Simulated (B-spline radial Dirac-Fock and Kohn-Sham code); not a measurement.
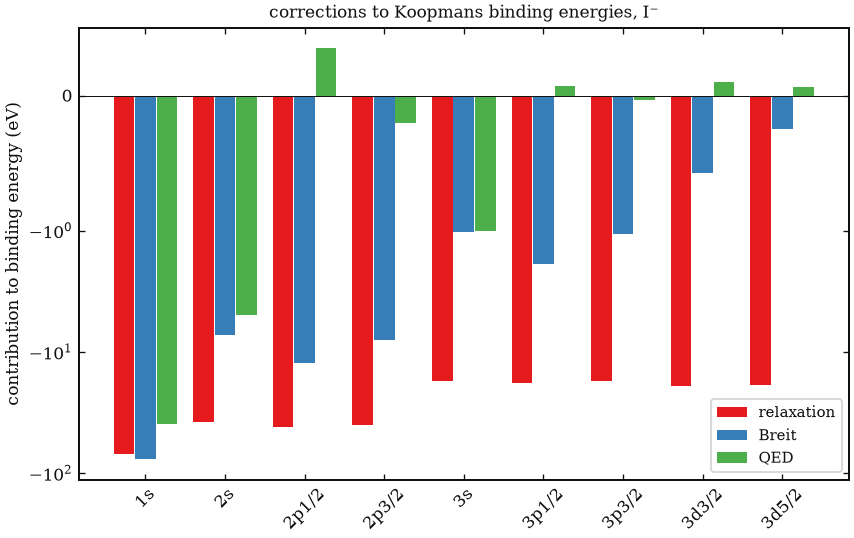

Bars give the relaxation, Breit and QED contributions (eV) to the binding energies of the deepest subshells, counted from the Koopmans value, on an axis that is logarithmic beyond ±1 eV. It refers to the ion I⁻ in the configuration [Xe], inside a Watson sphere of charge +1 and radius 2.64 Å that stands in for a crystal. Method: Dirac–Fock ΔSCF (average of configuration, Fermi nucleus, Breit and QED terms, no correlation) (computed with a B-spline radial atomic code).

Q: Which correction is largest for 1s?

A: Breit, −76.9 eV.

Q: How does the QED term of 2p1/2 compare with that of 1s?

A: 0.35 eV against −39.2 eV; the QED terms are weighted to the region near the nucleus, where s electrons have the most density. Its sign is opposite here.

Q: For which subshell is the relaxation energy largest in size?

A: 1s, −69.4 eV.
